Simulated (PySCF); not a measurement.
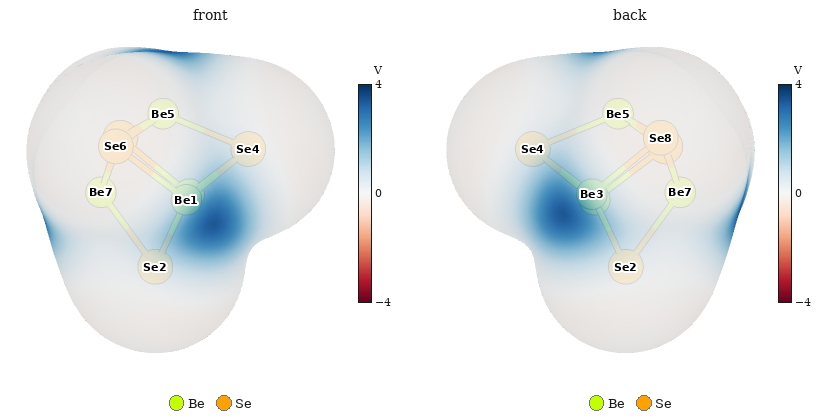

The picture shows: Be4Se4. The molecular electrostatic potential painted on the density surface at 0.002 e/bohr³, seen from the front and from behind; the colour scale runs from red (negative) to blue (positive).

Geometry: PBE0-D3(BJ)/def2-SVP.

Method: PySCF 2.14.0, B3LYP/def2-SVPD, SCF density, gas phase.

```yaml
atoms:
  - { symbol: Be, position_ang: [1.3057, 0.3805, 0.5599] }
  - { symbol: Se, position_ang: [0.6700, 1.8743, -0.9081] }
  - { symbol: Be, position_ang: [-0.9743, 1.0298, 0.2634] }
  - { symbol: Se, position_ang: [-0.1943, 0.2495, 2.1532] }
  - { symbol: Be, position_ang: [-0.4155, -1.2707, 0.5916] }
  - { symbol: Se, position_ang: [1.5006, -1.5662, -0.4248] }
  - { symbol: Be, position_ang: [0.1545, -0.1824, -1.4577] }
  - { symbol: Se, position_ang: [-1.9083, -0.6004, -0.8613] }
```

Which sites attract a positive test charge, and which a negative one?

Answer. A positive charge is drawn to the negative regions and a negative charge to the positive ones. The most negative region (about −0.1 V) lies over Se2, Se4, Se6 and Se8, the most positive (about +3.3 V) over Be1, Be3, Be5 and Be7.

What dipole moment does the calculation give?

Answer. Its dipole moment is zero.
